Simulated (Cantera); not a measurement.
Input: 1 mol (CH3)2SiCl2, 0.018 mol C2H2, a varied amount of H2, held at 1977 °C and 2.70 mbar.

Equilibrium computed with Cantera from the NASA thermochemical tables; the gas is ideal and each condensed phase is pure. Candidate condensed phases: C, C6H6, C7H8, C8H18, Si, SiC; 109 gas species. The feed counts by its element totals alone. The tables' values for SiCl, SiCl3 are old estimates; treat these amounts as uncertain. Gases not in the tables: Si2H6 and higher silanes. The numbers say what is thermodynamically allowed, not how fast it happens.

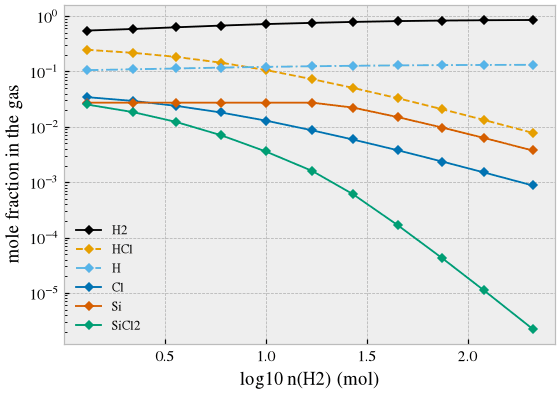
Equilibrium gas composition (values under 1e-9 drawn at 1e-9)

From 1.3 mol H2 to 17 mol H2 the condensed part is C(graphite) + SiC(s). From 27 mol H2 to 210 mol H2 the condensed part is C(graphite). The main Si-bearing gas is Si throughout.
